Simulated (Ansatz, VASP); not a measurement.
# CdS (Greenockite): VASP beside Ansatz, part 2 of 2

Aim: how closely do two programs agree when they are given the same cell, functional and k mesh? The cell is taken from a series of VASP runs on this material, whose earlier steps may have relaxed, scaled or displaced it; both programs get it as it stands. Valence electrons are named where the data sets of a main pair hold unlike numbers.

VASP 6.6.1 and Ansatz 0.2.0.

So far: Starting point; Ansatz: band structure, PBE0; VASP: band structure, PBE0.

## (3) VASP: band structure, PBE0 (continued)

Level of this step: PBE0; plane waves and PAW (Cd, S) (VASP).

Numbers of over 12 decimals in the logs are rounded to 6 here.

OUTCAR, selected parts (step 3):

```text
ion  position               nearest neighbor table
   1  0.667  0.333  0.500-   3 2.53   4 2.54   4 2.54   4 2.54
   2  0.333  0.667  0.000-   4 2.53   3 2.54   3 2.54   3 2.54
   3  0.667  0.333  0.875-   1 2.53   2 2.54   2 2.54   2 2.54
   4  0.333  0.667  0.375-   2 2.53   1 2.54   1 2.54   1 2.54

  LATTYP: Found a hexagonal cell.
 ALAT       =     4.1500000000
 C/A-ratio  =     1.6233734940

 Subroutine GETGRP returns: Found 12 space group operations
 (whereof  6 operations were pure point group operations)

The static configuration has the point symmetry C_3v.
 The point group associated with its full space group is C_6v.

 Found      8 irreducible k-points:

   k-points           NKPTS =      8   k-points in BZ     NKDIM =     32   number of bands    NBANDS=     24

   dimension x,y,z NGX =    28 NGY =   28 NGZ =   42
   dimension x,y,z NGXF=    56 NGYF=   56 NGZF=   84

   ENCUT  =  350.0 eV  25.72 Ry    5.07 a.u.   6.33  6.33 10.28*2*pi/ulx,y,z

   NELECT =      36.0000    total number of electrons

 k-points in reciprocal lattice and weights: Automatic mesh
   0.00000000  0.00000000  0.00000000       0.031
   0.25000000 -0.00000000  0.00000000       0.188
   0.50000000 -0.00000000  0.00000000       0.094
   0.25000000  0.25000000  0.00000000       0.188
   0.00000000  0.00000000  0.50000000       0.031
   0.25000000 -0.00000000  0.50000000       0.188
   0.50000000 -0.00000000  0.50000000       0.094
   0.25000000  0.25000000  0.50000000       0.188

  exchange ACFDT corr.  =         0.00000000  see jH, gK, PRB 81, 115126

 average (electrostatic) potential at core
       1 -32.4905       2 -32.4905       3 -85.1748       4 -85.1748

 E-fermi :   0.3409

 k-point     1 :       0.0000    0.0000    0.0000
  band No.  band energies     occupation
    ...
     14      -0.6407      2.00000
     15      -0.6407      2.00000
     16       0.1259      2.00000
     17       0.1887      2.00000
     18       0.1887      2.00000
     19       3.1002      0.00000
     20       4.7727      0.00000
     21       8.5435      0.00000
     22       8.5435      0.00000
     23       8.9240      0.00000
    ...

 k-point     2 :       0.2500   -0.0000    0.0000
  band No.  band energies     occupation
    ...
     14      -2.4119      2.00000
     15      -1.8340      2.00000
     16      -1.2785      2.00000
     17      -0.3564      2.00000
     18      -0.2106      2.00000
     19       4.9432      0.00000
     20       6.0361      0.00000
     21       7.5299      0.00000
     22       8.4513      0.00000
     23       9.1394      0.00000
    ...

 k-point     3 :       0.5000   -0.0000    0.0000
  band No.  band energies     occupation
    ...
     14      -3.5365      2.00000
     15      -2.6483      2.00000
     16      -1.8260      2.00000
     17      -1.2099      2.00000
     18      -0.6129      2.00000
     19       5.7542      0.00000
     20       5.8216      0.00000
     21       6.9935      0.00000
     22       8.5903      0.00000
     23       9.0623      0.00000
    ...

  energy-cutoff  :      350.00
  volume of cell :      100.48
      direct lattice vectors                 reciprocal lattice vectors
     4.150000000  0.000000000  0.000000000     0.240963855  0.139120547  0.000000000
    -2.075000000  3.594005426  0.000000000     0.000000000  0.278241094  0.000000000
     0.000000000  0.000000000  6.737000000     0.000000000  0.000000000  0.148434021

 POSITION                                       TOTAL-FORCE (eV/Angst)
 -----------------------------------------------------------------------------------
      2.07500      1.19800      3.36850         0.000000     -0.000000     -0.062777
     -0.00000      2.39600      0.00000        -0.000000      0.000000     -0.062777
      2.07500      1.19800      5.89487        -0.000000     -0.000000      0.062777
     -0.00000      2.39600      2.52637         0.000000      0.000000      0.062777
 -----------------------------------------------------------------------------------
    total drift:                                0.000022      0.000071     -0.000384

  FREE ENERGIE OF THE ION-ELECTRON SYSTEM (eV)
  ---------------------------------------------------
  free  energy   TOTEN  =       -16.3231709276 eV

  energy  without entropy=      -16.3231709276  energy(sigma->0) =      -16.32317093

 total charge
# of ion       s       p       d       tot
------------------------------------------
    1        0.395   0.317   9.591  10.303
    2        0.395   0.317   9.591  10.303
    3        1.310   2.431   0.000   3.742
    4        1.310   2.431   0.000   3.742
--------------------------------------------------
tot          3.410   5.498  19.181  28.089

[... 3 further parts left out ...]
```

## (4) Comparison

Known differences besides the potentials themselves: exact exchange at q = 0 is treated differently, which shows on coarse meshes; VASP keeps PBE cores, Ansatz makes them for the functional; the data sets hold 52 valence electrons in Ansatz (on its default PAW (the set named soft_2) files) and 36 in VASP; the cutoff is 420 eV in Ansatz and 350 eV in VASP; VASP takes a coarser grid for exact exchange (PRECFOCK = Fast). Total energies have different zeros and are not compared.

Compared:

```csv
quantity,Ansatz,VASP,difference
gap over the path points (eV),2.903,2.911,-0.009
```

Forces (eV/Å; atoms numbered as in POSCAR):

```csv
atom,"Ansatz x, y, z","VASP x, y, z"
Cd1,"0.000, 0.000, -0.062","0.000, 0.000, -0.063"
Cd2,"0.000, 0.000, -0.062","0.000, 0.000, -0.063"
S3,"0.000, 0.000, 0.062","0.000, 0.000, 0.063"
S4,"0.000, 0.000, 0.062","0.000, 0.000, 0.063"
```

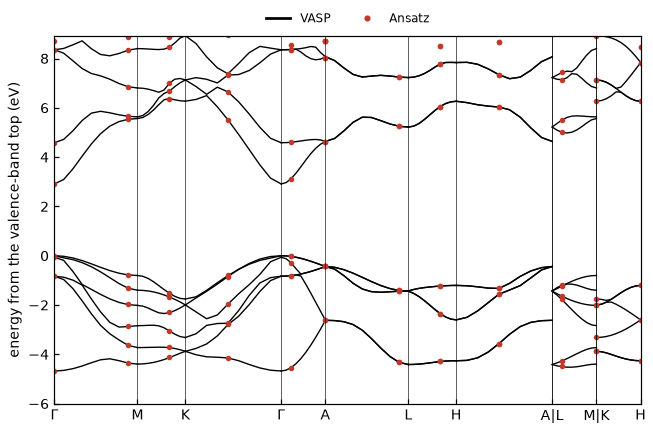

Bands from VASP (lines) and levels from Ansatz (dots). Dots without a line are higher empty bands that the VASP plot leaves out.

Levels at points of the path, from each program's valence-band top (eV; 4 filled, then empty):

```csv
k (reciprocal lattice),Ansatz,VASP
0.000 0.000 0.000,-0.83 -0.04 0.00 0.00 2.90 4.59 8.35,-0.83 -0.06 0.00 0.00 2.91 4.58 8.35
0.444 0.000 0.000,-2.87 -1.97 -1.30 -0.77 5.53 5.66 6.85,-2.87 -1.98 -1.32 -0.78 5.53 5.66 6.85
0.389 0.222 0.000,-3.04 -2.30 -1.66 -1.51 6.38 6.67 7.00,-3.05 -2.31 -1.68 -1.52 6.38 6.68 7.00
0.185 0.185 0.000,-2.73 -1.96 -0.84 -0.79 5.50 6.65 7.33,-2.74 -1.96 -0.84 -0.81 5.51 6.64 7.33
0.000 0.000 0.111,-0.80 -0.28 -0.03 -0.03 3.12 4.61 8.37,-0.81 -0.28 -0.03 -0.03 3.12 4.60 8.37
0.000 0.000 0.500,-0.43 -0.43 -0.43 -0.43 4.63 4.63 8.04,-0.44 -0.44 -0.44 -0.44 4.64 4.64 8.07
0.444 0.000 0.500,-1.42 -1.42 -1.41 -1.41 5.25 5.25 7.25,-1.44 -1.44 -1.41 -1.41 5.25 5.25 7.25
0.389 0.222 0.500,-2.35 -2.35 -1.21 -1.21 6.05 6.05 7.77,-2.35 -2.35 -1.23 -1.23 6.06 6.06 7.78
0.185 0.185 0.500,-1.55 -1.55 -1.31 -1.31 6.03 6.03 7.34,-1.56 -1.56 -1.33 -1.33 6.03 6.03 7.34
0.500 0.000 0.389,-1.77 -1.64 -1.22 -1.19 5.01 5.51 7.14,-1.78 -1.64 -1.23 -1.20 5.01 5.51 7.14
```

The forces differ by 0.5 meV/Å r.m.s., which is 1.5 % of the r.m.s. force of 0.036 eV/Å (both taken over all components). Among the levels compared at these points, filled levels agree within 22 meV and empty ones within 28 meV.

## (5) Results

```yaml
largest_difference_of_a_filled_level_at_the_path_points_band_structure_pbe0: 22 meV
```

What this shows: The largest difference of a filled level at the path points is 22 meV (band structure, PBE0), within the 80 meV picked in this series as the mark of a large difference. The data sets hold unlike numbers of valence electrons (52 in Ansatz and 36 in VASP), so part of the differences comes from the potentials. Such differences can come from data sets, numerical settings and the points named under the comparisons, not from the functional's error against experiment.

[Lines on the potential files, build, host, timing and source positions are cut from VASP's logs without a mark.]

[Logs are printed without paths, hosts, clocks, repeated set-up lines and the standing remarks that a program may print on its own settings, such as how far it seeks lower states.]

[Hosts, paths, dates, database ids (printed as entryN), source tags and the programs' standing remarks are cut or masked in the printed files.]
